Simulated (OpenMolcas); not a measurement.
Multiconfigurational calculation for Pd²⁺ complex

Pd²⁺ with 6 ligands (Br; octahedron, 2.735 Å), embedded in CsCaBr3 by model potentials and point charges, whose field is part of the energies. Computed at this level: state-averaged CASSCF, active space 8 electrons in the shell 4d, basis ANO-RCC-VDZP on the metal and ANO-RCC-VDZP on the ligands, DKH2 scalar Hamiltonian, spin-orbit coupling by RASSI with atomic mean-field integrals (OpenMolcas).

**Input**
```
&GATEWAY
Basis set
Pd.ANO-RCC-VDZP.
Pd1 0.0 0.0 0.0 Angstrom
End of basis
Basis set
Br.ANO-RCC-VDZP.
L1 2.735000 0.000000 0.000000 Angstrom
L2 0.000000 2.735000 0.000000 Angstrom
L3 0.000000 0.000000 2.735000 Angstrom
End of basis
Basis set
Ca.EMB-AIMP.Sanchez-Sanz.10s7p.1s1p.ECP.CsCaBr3.
PseudoCharge
* 3 symmetry-unique lattice sites within 7.6 angstrom
End of basis
Basis set
Cs.EMB-AIMP.Sanchez-Sanz.0s.0s.ECP.CsCaBr3.
PseudoCharge
* 4 symmetry-unique lattice sites within 7.6 angstrom
End of basis
Basis set
Br.EMB-AIMP.Sanchez-Sanz.0s.0s.ECP.CsCaBr3.
PseudoCharge
* 12 symmetry-unique lattice sites within 7.6 angstrom
End of basis
Symmetry
XYZ
AngMom=0.0 0.0 0.0
AMFI
RICD
XField
1570 Angstrom 0
* Evjen-weighted lattice charges
&SEWARD
&RASSCF
FileOrb=start.orb
Symmetry=1
Spin=3
nActEl=8 0 0
Inactive=63 63
Ras2=5 0
CIRoot=10 10 1
SDav=10
CIMx=300
Iter=150 100
PrWF=0.3
OrbListing=Nothing
MaxOrb=0
LevShft=1.0
>>> COPY $Project.JobIph JOB001
&RASSCF
FileOrb=start.orb
Symmetry=1
Spin=1
nActEl=8 0 0
Inactive=63 63
Ras2=5 0
CIRoot=15 15 1
SDav=15
CIMx=300
Iter=150 100
PrWF=0.3
OrbListing=Nothing
MaxOrb=0
LevShft=1.0
>>> COPY $Project.JobIph JOB002
&RASSI
NrOfJobIphs=2 10 15
1 2 3 4 5 6 7 8 9 10
1 2 3 4 5 6 7 8 9 10 11 12 13 14 15
IphNames
JOB001
JOB002
EJob
SpinOrbit
DIPRint=1.0
SOCoupling=1000.0
Subsets=2
Property=9
'ANGMOM' 1 'ANGMOM' 2 'ANGMOM' 3 'MLTPL  1' 1 'MLTPL  1' 2 'MLTPL  1' 3
'AMFI' 1 'AMFI' 2 'AMFI' 3
SOProperty=3
'ANGMOM' 1 'ANGMOM' 2 'ANGMOM' 3
```

The file start.orb holds starting orbitals from an earlier step. A driver script formed the levels outside the program, from RASSI's spin-orbit matrix and the active-space energies, averaged over the components of each term or state.

Launched with:
```bash
OMP_NUM_THREADS=1 MOLCAS_MEM=2457 MOLCAS_PROJECT=a pymolcas a.inp > a.log  # once for each step of the input, in one work folder
```

**Output (extracts)**
```
--- SEWARD ---
Basis set label: PD.ANO-RCC...6S5P3D1F.

      Electronic valence basis set:
      ------------------
      Associated Effective Charge  46.000000 au
      Associated Actual Charge     46.000000 au
      Nuclear Model: Point charge

      Shell  nPrim  nBasis  Cartesian Spherical Contaminant
         s      21       6        X
         p      18       5        X
         d      13       3                 X
         f       6       1                 X
                  Relativistic Douglas-Kroll-Hess integrals:
                    - DKH order of Hamiltonian: 2
                    - DKH order of Properties : 0
                  Atomic mean-field integrals
--- RASSCF ---
Wave function specifications:
      -----------------------------

      Number of closed shell electrons         252
      Number of electrons in active shells       8
      Max number of holes in RAS1 space          0
      Max nr of electrons in RAS3 space          0
      Number of inactive orbitals              126
      Number of active orbitals                  5
      Number of secondary orbitals              98
      Spin quantum number                      1.0
      State symmetry                             1
Orbital specifications:
      -----------------------

      Symmetry species                           1   2
                                                ag  au
      Frozen orbitals                            0   0
      Inactive orbitals                         63  63
      Active orbitals                            5   0
      RAS1 orbitals                              0   0
      RAS2 orbitals                              5   0
      RAS3 orbitals                              0   0
      Secondary orbitals                        46  52
      Deleted orbitals                           0   0
      Number of basis functions                114 115
      Number of CSFs                            10
      Number of root(s) required                10
      Iter CI   SX   CI       RASSCF       Energy    max ROT     max BLB   max BLB  Level Ln srch  Step   QN
          iter iter root      energy       change     param      element    value   shift minimum  type update
 Nr of preliminary CI iterations:   1
      Total energies have been shifted. Add               -20000.00 au
        1   1   16    0  -668.93762514    0.00E+00  -5.81E-02   68  74 1  3.18E-01*  1.40   0.00    SX    NO
        2   1   16    0  -669.31794362   -3.80E-01* -5.46E-02   58 104 2  1.17E-01*  1.21   0.00    SX    NO
        3   1   16    0  -669.40904402   -9.11E-02* -4.14E-02   16  71 2  5.19E-02*  1.15   0.00    SX    NO
        4   1   15    0  -669.43453056   -2.55E-02* -2.96E-02   16  71 2  2.92E-02*  1.12   0.00    SX    NO
        5   1   15    0  -669.44286470   -8.33E-03* -3.60E-02   16  69 1  1.79E-02*  1.10   2.44    LS   YES
        6   1   14    0  -669.44726474   -4.40E-03* -1.73E-02   66  72 1 -9.09E-03*  1.08   1.19    QN   YES
        7   1   13    0  -669.44831350   -1.05E-03* -1.86E-02   67  73 1 -5.08E-03*  1.07   2.16    LS   YES
        8   1   13    0  -669.44873347   -4.20E-04* -3.92E-03   58 107 2  5.28E-03*  1.07   1.08    QN   YES
        9   1   12    0  -669.44898449   -2.51E-04* -1.93E-03   16  71 2 -1.78E-03*  1.07   1.50    LS   YES
       10   1   12    0  -669.44901543   -3.09E-05* -1.87E-03    9  76 2  2.24E-03*  1.07   1.01    QN   YES
       11   1   11    0  -669.44904012   -2.47E-05* -2.04E-03   58 104 2  7.75E-04*  1.07   2.10    LS   YES
       12   1   11    0  -669.44904947   -9.36E-06* -1.12E-03    9  76 2 -1.18E-03*  1.07   1.01    QN   YES
       13   1   10    0  -669.44905292   -3.45E-06* -9.38E-04   16  69 1 -4.16E-04*  1.07   1.84    LS   YES
       14   1   10    0  -669.44905385   -9.27E-07* -1.67E-04    6  72 1  5.26E-04*  1.07   1.03    QN   YES
       15   1    9    0  -669.44905460   -7.55E-07* -2.49E-04   16  69 1 -1.88E-04*  1.07   1.55    QN   YES
       16   1    8    0  -669.44905488   -2.74E-07* -1.34E-04    6  76 2  6.49E-05   1.07   1.27    QN   YES
       17   1    7    0  -669.44905492   -4.36E-08* -6.64E-05    8  74 1 -4.06E-05   1.07   1.57    QN   YES
       18   1    7    0  -669.44905493   -1.18E-08* -6.65E-06    8  75 2 -1.35E-05   1.07   1.26    QN   YES
       19   1    6    0  -669.44905493   -3.60E-10   2.44E-06    9  76 2 -4.49E-06   1.07   0.40    QN   YES
      Convergence after 19 iterations
       20   1    6    0  -669.44905493    4.07E-10   2.44E-06   58 107 2 -2.16E-06   1.07   0.40    QN   YES
      Natural orbitals and occupation numbers for root  1
      sym 1:   1.000000   2.000000   2.000000   2.000000   1.000000
      Natural orbitals and occupation numbers for root  2
      sym 1:   1.987755   1.987755   2.000000   1.012245   1.012245
      Natural orbitals and occupation numbers for root  3
      sym 1:   2.000000   1.010571   1.989429   1.989429   1.010571
::    RASSCF root number  1 Total energy: -20669.50740917
::    RASSCF root number  2 Total energy: -20669.47317073
::    RASSCF root number  3 Total energy: -20669.47317073
::    RASSCF root number  4 Total energy: -20669.47317073
::    RASSCF root number  5 Total energy: -20669.45004500
::    RASSCF root number  6 Total energy: -20669.45004500
::    RASSCF root number  7 Total energy: -20669.45004500
::    RASSCF root number  8 Total energy: -20669.40449765
::    RASSCF root number  9 Total energy: -20669.40449765
::    RASSCF root number 10 Total energy: -20669.40449765
--- RASSCF ---
Wave function specifications:
      -----------------------------

      Number of closed shell electrons         252
      Number of electrons in active shells       8
      Max number of holes in RAS1 space          0
      Max nr of electrons in RAS3 space          0
      Number of inactive orbitals              126
      Number of active orbitals                  5
      Number of secondary orbitals              98
      Spin quantum number                      0.0
      State symmetry                             1
Orbital specifications:
      -----------------------

      Symmetry species                           1   2
                                                ag  au
      Frozen orbitals                            0   0
      Inactive orbitals                         63  63
      Active orbitals                            5   0
      RAS1 orbitals                              0   0
      RAS2 orbitals                              5   0
      RAS3 orbitals                              0   0
      Secondary orbitals                        46  52
      Deleted orbitals                           0   0
      Number of basis functions                114 115
      Number of CSFs                            15
      Number of root(s) required                15
      Iter CI   SX   CI       RASSCF       Energy    max ROT     max BLB   max BLB  Level Ln srch  Step   QN
          iter iter root      energy       change     param      element    value   shift minimum  type update
 Nr of preliminary CI iterations:   1
      Total energies have been shifted. Add               -20000.00 au
        1   1    8    0  -669.39257652    0.00E+00   9.93E-03   65  71 1 -5.22E-03*  1.09   0.00    SX    NO
        2   1    9    0  -669.39312961   -5.53E-04*  8.00E-03   57  68 1 -3.53E-03*  1.09   0.00    SX    NO
        3   1    8    0  -669.39346929   -3.40E-04*  6.21E-03   57  68 1 -2.75E-03*  1.08   0.00    SX    NO
        4   1    8    0  -669.39368834   -2.19E-04* -4.89E-03   57  68 1 -2.17E-03*  1.08   0.00    SX    NO
        5   1    8    0  -669.39383184   -1.44E-04* -7.06E-03   57  68 1 -1.71E-03*  1.08   2.50    LS   YES
        6   1    8    0  -669.39398669   -1.55E-04* -1.00E-02   57  68 1 -1.04E-03*  1.08   2.50    LS   YES
        7   1    8    0  -669.39410054   -1.14E-04* -3.65E-03   55  69 1 -1.13E-03*  1.08   1.42    QN   YES
        8   1    7    0  -669.39411680   -1.63E-05*  1.17E-03   55  69 1 -8.26E-04*  1.07   1.22    QN   YES
        9   1    7    0  -669.39412039   -3.59E-06*  1.42E-03   55  69 1 -5.26E-04*  1.07   2.22    LS   YES
       10   1    7    0  -669.39412189   -1.50E-06* -1.14E-03   57  68 1  2.10E-04*  1.07   0.98    QN   YES
       11   1    7    0  -669.39412339   -1.51E-06* -9.31E-04   57  72 2  1.29E-04*  1.07   1.82    LS   YES
       12   1    7    0  -669.39412374   -3.49E-07*  1.71E-04   57  72 2  1.60E-04*  1.07   0.94    QN   YES
       13   1    7    0  -669.39412388   -1.40E-07*  2.57E-04   57  72 2  8.90E-05   1.07   2.50    LS   YES
       14   1    6    0  -669.39412395   -6.32E-08*  1.18E-04   49  71 2 -1.34E-04*  1.07   0.85    QN   YES
       15   1    6    0  -669.39412398   -3.51E-08*  5.99E-05   55  69 1  3.92E-05   1.07   1.21    QN   YES
       16   1    5    0  -669.39412399   -4.79E-09   8.98E-05   55  69 1  2.92E-05   1.07   2.50    LS   YES
      Convergence after 16 iterations
       17   1    5    0  -669.39412398    1.40E-09   8.98E-05   49  71 2  3.31E-05   1.07   2.50    LS   YES
      Natural orbitals and occupation numbers for root  1
      sym 1:   1.981614   1.980631   1.018884   1.999987   1.018884
      Natural orbitals and occupation numbers for root  2
      sym 1:   1.974835   1.994190   1.018884   1.993208   1.018884
      Natural orbitals and occupation numbers for root  3
      sym 1:   1.915616   1.915616   1.126576   1.915616   1.126576
::    RASSCF root number  1 Total energy: -20669.45458328
::    RASSCF root number  2 Total energy: -20669.45458328
::    RASSCF root number  3 Total energy: -20669.42100455
::    RASSCF root number  4 Total energy: -20669.41997268
::    RASSCF root number  5 Total energy: -20669.41997268
::    RASSCF root number  6 Total energy: -20669.41997268
::    RASSCF root number  7 Total energy: -20669.40257379
::    RASSCF root number  8 Total energy: -20669.40257379
::    RASSCF root number  9 Total energy: -20669.40257379
::    RASSCF root number 10 Total energy: -20669.36899884
::    RASSCF root number 11 Total energy: -20669.36899884
::    RASSCF root number 12 Total energy: -20669.36766186
::    RASSCF root number 13 Total energy: -20669.36766186
::    RASSCF root number 14 Total energy: -20669.36766186
::    RASSCF root number 15 Total energy: -20669.27306597
--- RASSI ---
SPIN-FREE ENERGIES:
  (Shifted by EMIN (a.u.) =     -20669.5074091700)

 SF State       Relative EMIN(au)   Rel lowest level(eV)    D:o, cm**(-1)

     1             0.0000000000        0.0000000000              0.0000
     2             0.0342384416        0.9316754588           7514.4693
     3             0.0342384416        0.9316754588           7514.4693
     4             0.0342384416        0.9316754588           7514.4693
    11             0.0528258852        1.4374655652          11593.9417
    12             0.0528258852        1.4374655652          11593.9417
     7             0.0573641718        1.5609586351          12589.9805
     5             0.0573641718        1.5609586351          12589.9805
     6             0.0573641718        1.5609586351          12589.9805
    13             0.0864046163        2.3511893882          18963.6213
    14             0.0874364907        2.3792681213          19190.0916
    15             0.0874364907        2.3792681213          19190.0916
    16             0.0874364907        2.3792681213          19190.0916
     8             0.1029115156        2.8003650002          22586.4669
     9             0.1029115156        2.8003650002          22586.4669
    10             0.1029115156        2.8003650002          22586.4669
    17             0.1048353804        2.8527160296          23008.7065
    18             0.1048353804        2.8527160296          23008.7065
    19             0.1048353804        2.8527160296          23008.7065
    20             0.1384103294        3.7663369344          30377.5560
    21             0.1384103294        3.7663369344          30377.5560
    22             0.1397473076        3.8027179633          30670.9888
    23             0.1397473076        3.8027179633          30670.9888
    24             0.1397473076        3.8027179633          30670.9888
    25             0.2343431957        6.3768032112          51432.3865
     Dipole printing threshold changed to   1.00000000E+00
Eigenvalues of complex Hamiltonian:
   -----------------------------------
  (Shifted by EMIN (a.u.) =     -20669.5074091700)

 SO State       Relative EMIN(au)   Rel lowest level(eV)    D:o, cm**(-1)

     1            -0.0023634513        0.0000000001              0.0000
     2            -0.0023634513        0.0000000000              0.0000
     3            -0.0023634513        0.0000000001              0.0000
     4             0.0279972817        0.8261576301           6663.4107
     5             0.0279972816        0.8261576295           6663.4107
     6             0.0305430137        0.8954305290           7222.1343
     7             0.0305430137        0.8954305286           7222.1343
     8             0.0305430137        0.8954305280           7222.1343
     9             0.0358715935        1.0404285720           8391.6224
    10             0.0358715935        1.0404285722           8391.6224
    11             0.0358715936        1.0404285727           8391.6224
    12             0.0376912371        1.0899435962           8790.9880
    13             0.0480641761        1.3722056457          11067.5849
    14             0.0483503039        1.3799915791          11130.3827
    15             0.0483503039        1.3799915792          11130.3827
    16             0.0547970207        1.5554156798          12545.2735
    17             0.0547970207        1.5554156803          12545.2735
    18             0.0547970207        1.5554156795          12545.2735
    19             0.0619894904        1.7511327504          14123.8381
    20             0.0619894903        1.7511327500          14123.8381
    21             0.0619894904        1.7511327505          14123.8381
    22             0.0682786490        1.9222694761          15504.1489
    23             0.0682786490        1.9222694765          15504.1489
    24             0.0830322264        2.3237347677          18742.1849
    25             0.0830322264        2.3237347677          18742.1849
    26             0.0830322264        2.3237347676          18742.1849
    27             0.0873202978        2.4404191345          19683.3078
    28             0.1017027787        2.8317863801          22839.8975
    29             0.1017027787        2.8317863798          22839.8975
    30             0.1041530081        2.8984605183          23377.6607
    31             0.1041530081        2.8984605184          23377.6607
    32             0.1041530081        2.8984605184          23377.6607
    33             0.1059417438        2.9471344964          23770.2428
    34             0.1059417438        2.9471344962          23770.2428
    35             0.1059417438        2.9471344964          23770.2428
    36             0.1061594421        2.9530583670          23818.0220
    37             0.1064036714        2.9597041862          23871.6242
    38             0.1064036714        2.9597041859          23871.6242
    39             0.1064036714        2.9597041860          23871.6242
    40             0.1394213303        3.8581604550          31118.1627
    41             0.1394213303        3.8581604550          31118.1627
Weights of the five most important spin-orbit-free states for each spin-orbit state.

 SO State  Total energy (au)           Spin-free states, spin, and weights
 -------------------------------------------------------------------------------------------------------
    1        -0.002363       1 1.0  0.9462    4 1.0  0.0250    2 1.0  0.0245   16 0.0  0.0026    3 1.0  0.0004
    2        -0.002363       1 1.0  0.9462    4 1.0  0.0247    3 1.0  0.0245   15 0.0  0.0026    2 1.0  0.0007
    3        -0.002363       1 1.0  0.9462    3 1.0  0.0250    2 1.0  0.0247   14 0.0  0.0028   22 0.0  0.0004
    4         0.027997       4 1.0  0.5587    3 1.0  0.2765    2 1.0  0.0532   11 0.0  0.0445    7 1.0  0.0371
    5         0.027997       2 1.0  0.5391    3 1.0  0.3158   12 0.0  0.0445    5 1.0  0.0383    4 1.0  0.0335
    6         0.030543       4 1.0  0.4590    3 1.0  0.4512    5 1.0  0.0341    6 1.0  0.0340    2 1.0  0.0149
    7         0.030543       4 1.0  0.4603    2 1.0  0.4510    5 1.0  0.0341    7 1.0  0.0340    3 1.0  0.0139
    8         0.030543       3 1.0  0.4600    2 1.0  0.4593    6 1.0  0.0342    7 1.0  0.0341    4 1.0  0.0059
    9         0.035872       4 1.0  0.4437    3 1.0  0.4434    1 1.0  0.0476    5 1.0  0.0225    6 1.0  0.0221
   10         0.035872       4 1.0  0.4446    2 1.0  0.4427    1 1.0  0.0476    5 1.0  0.0225    7 1.0  0.0222
   11         0.035872       2 1.0  0.4445    3 1.0  0.4439    1 1.0  0.0476    6 1.0  0.0226    7 1.0  0.0225
   12         0.037691       2 1.0  0.3333    3 1.0  0.3333    4 1.0  0.3333   11 0.0  0.0000    6 1.0  0.0000
```

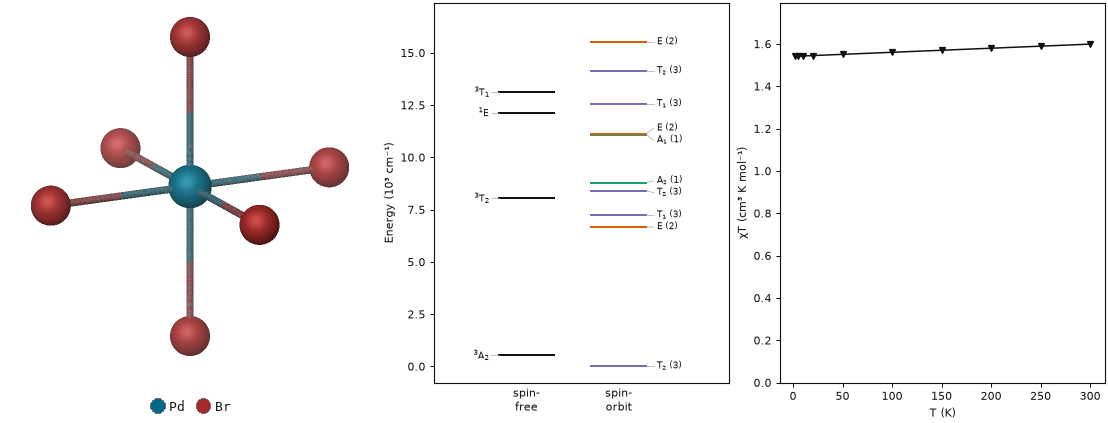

**Figure 1.** Pd²⁺ (4d⁸) as a dopant in CsCaBr₃, a cluster with its 6 nearest Br⁻ at 2.735 Å (octahedron) embedded in model potentials and point charges; the geometry was set, not optimised, and its levels and susceptibility. Labels give the representation in O, Td, D4 or D3 as the site allows (double group for half-integer spin) where it could be assigned and, in brackets, the degeneracy; spin-free states, where drawn, share the zero of the spin-orbit levels. Powder susceptibility by Van Vleck's formula. The ground level is T₂, 3-fold degenerate, 100 % from states of spin multiplicity 3. The next level lies at 6,660 cm⁻¹ (E). The lowest spin-free state is ³A₂; of the same spin there follow at 7,510 cm⁻¹ (³T₂) and 12,600 cm⁻¹ (³T₁) above it. χT is 1.54 cm³ K mol⁻¹ at 2 K and 1.60 at 300 K, an effective moment of 3.58 μB. The active orbitals hold 84 to 96 % metal character (Löwdin), and the Mulliken charge of the metal is +0.83.

**Summary**

```
                                 quantity                                                                 value
                                  outcome                                                             converged
      energy of the lowest spin-free term                                                  −20669.50741 hartree
    energy of the lowest spin-orbit level                                                  −20669.50977 hartree
largest spread among components of a term                                                              0.0 cm⁻¹
                                 hardware  1 thread of Arm Neoverse V1, 24 GiB of memory available, shared host
                                wall time                                                               1.8 min
                              peak memory                                                              0.38 GiB
```

**Notes**

Without dynamic correlation the splittings between terms come out too large, often by 20 to 50 %. To bear in mind: covalent bonds, ligand orbitals missing from the active space; the geometry is set by hand, with no relaxation.
